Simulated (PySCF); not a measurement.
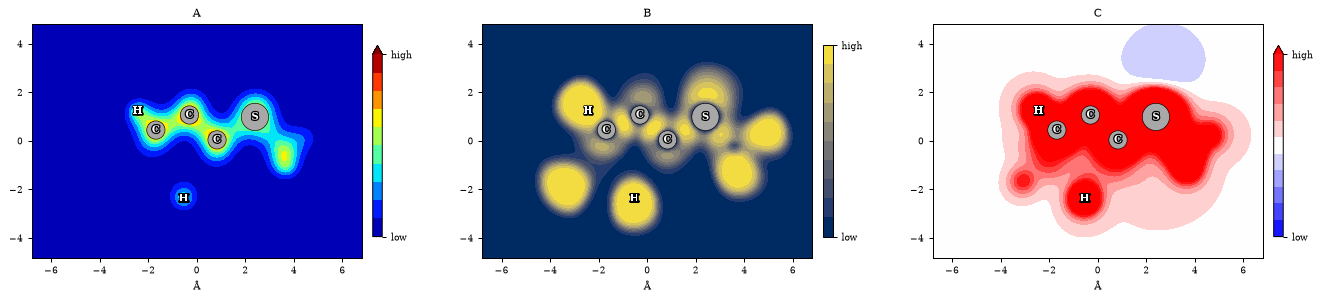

C6H13AsS (SMILES CSC1CC[AsH]CC1): 3 fields on the plane of atoms S2, C3 and C8, with unlabelled colour scales. Grey discs cover the atomic cores.

Geometry: PBE0-D3(BJ)/def2-SVP.

Level of theory: CAM-B3LYP/def2-SVPD, SCF density, gas phase in PySCF 2.14.0.

**Which field does each panel show? The fields are: electron density, electron localisation function and electrostatic potential.**

Panel A: electron density. Panel B: electron localisation function. Panel C: electrostatic potential (strongly positive close to the atoms, with negative regions outside electron-rich atoms). From the grid: C–C (1.52 Å): the density is about 1.6 e/Å³ at the midpoint; the ELF peaks at about 0.95 between the atoms, as expected for localised, covalent bonding. C–S (1.83 Å): ρ at the midpoint is about 1.2 e/Å³; the ELF peaks at about 0.95 between the atoms; a shared electron pair.
